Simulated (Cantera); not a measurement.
Input: 1 mol Al₂O₃, 51 mol H₂, 1.2 mol N₂, at 340 Pa.

Cantera equilibrium calculation (NASA polynomials, part measured and part estimated; ideal gas, pure solids and liquids). Candidate condensed phases: Al, AlN, Al₂O₃, H₂O; 35 gas species. The tables' values for AlOH are old estimates; treat these amounts as uncertain. Kinetics and transport are ignored.

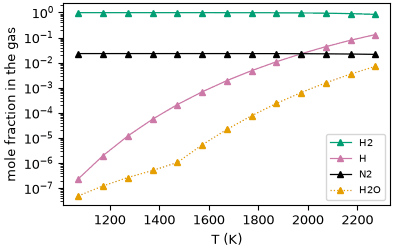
Equilibrium gas composition (values under 1e-9 drawn at 1e-9)

From 1073 K to 2273 K the condensed part is Al₂O₃(s).
